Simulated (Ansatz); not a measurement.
A series of calculations on Si3H8

Part 1: Relaxation

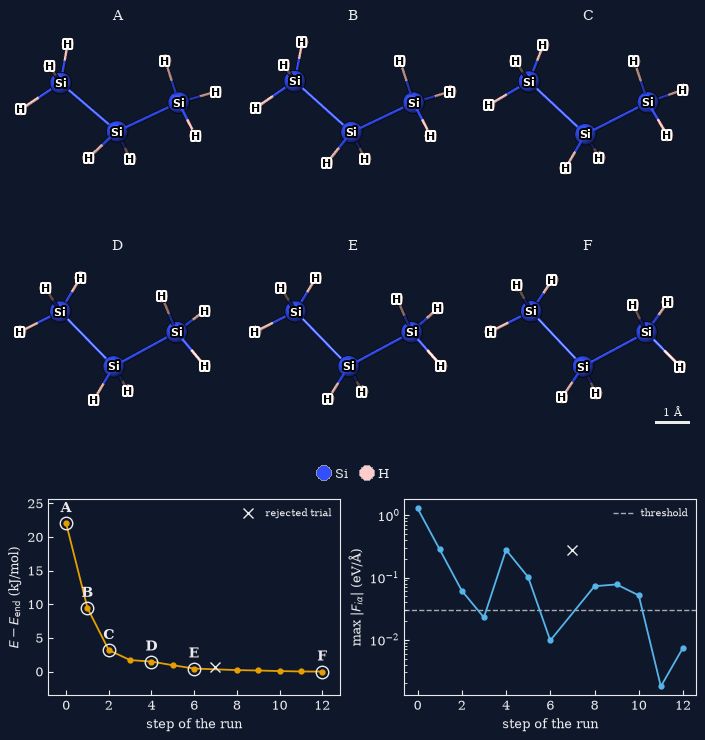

Frames of a relaxation of Si₃H₈, marked on the history of the run. Style: ball-and-stick. Shown at a tilt.

The run prepares an end point of a later path (reaction) calculation, from a guessed geometry.

The calculation used RKS PBE0-D4/def2-SVP (Ansatz). (no spin polarisation; force threshold 0.03 eV/Å; at most 50 steps)

**What happens along the run?**

After 11 accepted moves (12 points after the start) the energy has fallen by 22.1 kJ/mol. The largest force component goes from 1.3 to 0.0074 eV/Å. The line search rejected the trial step at point 7 of the run. The forces were under the threshold at step 3, but the run went on from there. The largest move after the best rigid fit is that of an H atom, 0.80 Å. Largest moves by element: H 0.80 Å, Si 0.30 Å. Near-neighbour distances that change, for instance: Si–Si 2.246 → 2.346 Å, H–Si 1.470 → 1.497 Å, H–Si 1.500 → 1.495 Å. Among the angles between lasting bonds that change: Si–Si–H 89.8° → 109.7°, Si–Si–H 119.1° → 109.6°, Si–Si–H 116.0° → 109.7°. Groups turn about Si–Si by about 30°. Cost: 20 s on 2 threads of Arm Neoverse V2 (shared host), peak memory 0.19 GiB. From step 0 to 1: an H atom moves most (0.20 Å), energy −12.6 kJ/mol. From step 1 to 2: H atoms move most (0.20 Å), energy −6.28 kJ/mol. From step 2 to 4: an H atom moves most (0.38 Å), energy −1.70 kJ/mol. From step 4 to 6: an H atom moves most (0.10 Å), energy −1.03 kJ/mol. From step 6 to 12: H atoms move most (0.25 Å), energy −0.45 kJ/mol.

Part 2: Relaxation

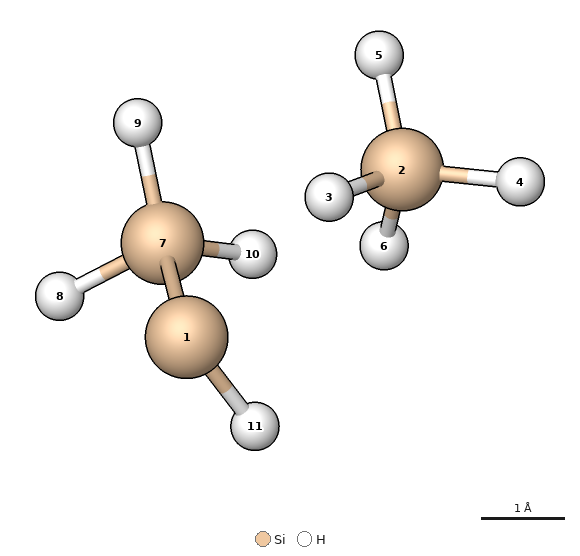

Si3H8, before the relaxation. The picture is a ball-and-stick view, seen from a free direction.

The run prepares an end point of a later path (reaction) calculation, from a guessed geometry.

These are results of RKS PBE0-D4/def2-SVP in Ansatz, not measurements.

The input:
```yaml
crystal:
  periodic: [false, false, false]
  atoms:
    - { symbol: Si, position_ang: [-1.307735, -0.396343, 0.217346] }
    - { symbol: Si, position_ang: [1.531421, 0.025149, 2.080856] }
    - { symbol: H, position_ang: [0.451978, -0.683454, 2.823187] }
    - { symbol: H, position_ang: [2.833388, -0.676343, 2.286749] }
    - { symbol: H, position_ang: [1.614143, 1.445711, 2.527131] }
    - { symbol: H, position_ang: [1.275105, 0.021756, 0.625164] }
    - { symbol: Si, position_ang: [-1.077184, 1.76995, -0.772831] }
    - { symbol: H, position_ang: [-2.343754, 1.909134, -1.590374] }
    - { symbol: H, position_ang: [-1.08598, 2.87387, 0.239078] }
    - { symbol: H, position_ang: [0.086757, 1.990212, -1.696406] }
    - { symbol: H, position_ang: [-0.639838, -1.03104, -1.004101] }
basis:
  gaussian: { orbitals: def2-SVP }
hamiltonian:
  xc: pbe0
  dispersion: d4
relax:
  f_tol: 0.03
  max_steps: 50
```

Launched with:
```bash
ansatz run input.yaml --threads 2 --pin off --max-ram 3072MiB --backend cpu --events-out ev --progress --plain --runs-dir out
```

Question: Where does the relaxation end?

Answer: The largest move after the best rigid fit is that of H6, 1.79 Å. By element the largest moves are H 1.79 Å, Si 1.50 Å. Some distances before and after: Si2–H6 1.478 → 3.187 Å, Si1–H6 2.648 → 1.498 Å, Si1–Si2 3.422 → 2.346 Å, Si1–Si7 2.393 → 2.346 Å. New bonds form, among them: Si1–H6 (2.65 → 1.50 Å), Si1–Si2 (3.42 → 2.35 Å). Bonds break, among them: Si2–H6 (1.48 → 3.19 Å). Bond angles that change, for instance: Si7–Si1–H11 90.2° → 109.7°, Si1–Si7–H8 103.1° → 111.5°, Si1–Si7–H10 117.5° → 109.6°. Groups turn about Si1–Si7 by about 145°. The energy falls by 2.475 eV in 28 geometry steps. Largest force component: 0.59 eV/Å at the start, 0.023 eV/Å at the end. The forces were under the threshold at step 20, but the run went on from there.

Step by step:

```csv
step,"E − E(0), eV","largest force component, eV/Å"
0,0.0000,0.5878
1,-0.0986,0.4427
2,-0.1837,0.4037
3,-0.2913,0.3833
4,-0.3367,0.2501
5,-0.3804,0.3242
6,-0.4731,0.7748
7,-0.5834,1.6734
8,-0.7440,0.8460
9,-1.0004,0.5742
10,-1.2892,0.6871
11,-1.5482,0.7048
12,-1.7927,0.5695
13,-1.9930,0.5768
14,-2.1682,0.3742
15,-2.3118,0.2286
16,-2.3875,0.0536
17,-2.4007,0.0416
18,-2.4043,0.2328
19,-2.4123,0.2004
20,-2.4358,0.0175
21,-2.4454,0.1691
22,-2.4515,0.1552
23,-2.4631,0.0144
24,-2.4657,0.1805
25,-2.4716,0.0808
26,-2.4735,0.0045
27,-2.4744,0.0539
28,-2.4750,0.0230
```

Final geometry:

```xyz
11

Si    0.1489   -0.1619   -0.0301
Si    1.2165    0.1050    2.0419
H     0.1974    0.3826    3.1019
H     1.9843   -1.1221    2.4186
H     2.1607    1.2644    1.9744
H     1.1588   -0.4693   -1.0925
Si   -0.9918    1.8083   -0.5960
H    -1.7114    1.6699   -1.9011
H    -1.9877    2.1333    0.4731
H    -0.0179    2.9402   -0.6993
H    -0.8196   -1.3017    0.0448
```

After the run, drawn alike:

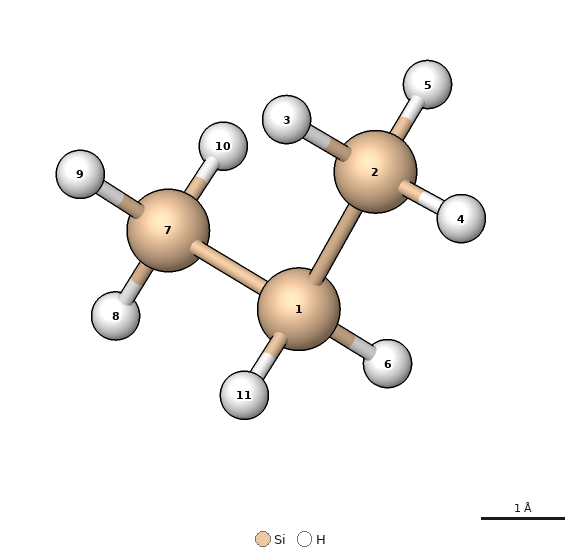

Limits of the set-up: the start holds two separate molecules, 2.6 Å apart at their closest, whose relative position is a soft coordinate.

Part 3: Path

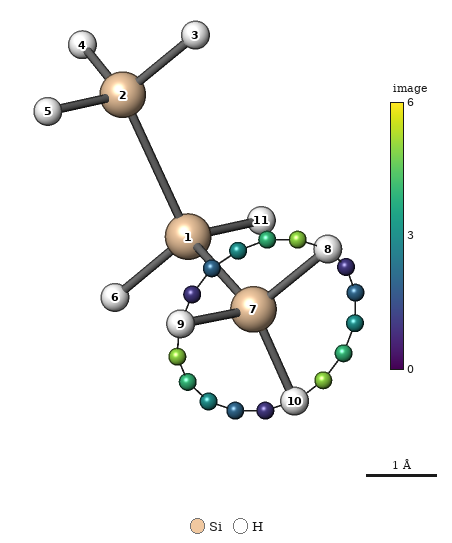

A search for the minimum-energy path of Si3H8 by the nudged elastic band. Images are numbered from 0 (start) to 6 (end). The start is drawn whole; smaller spheres mark the moving atoms (H) in the later images, joined by lines and coloured by the number of the image. Style: ball-and-stick. Shown from a free direction.

Level of theory: RKS PBE0-D4/def2-SVP (Ansatz 0.2.0). Settings: 5 movable images; climbing image; force threshold 0.03 eV/Å; iteration limit 60; starting path through a guess of the saddle point.

What moves, how far, and at what cost in energy?

No bond forms or breaks between the ends. The two ends have the same energy, and the highest point, image 3, lies 0.92 kcal/mol above the start. The band converged in 16 iterations. The largest component of the band force went from 5.2 to 0.018 eV/Å. The climbing image converged on the top of the path. Its vibrational analysis gives one imaginary mode (94i cm⁻¹), as a transition state must have.

The run took 2.1 min on 2 threads of Arm Neoverse V2 (shared host), peak memory 0.19 GiB.
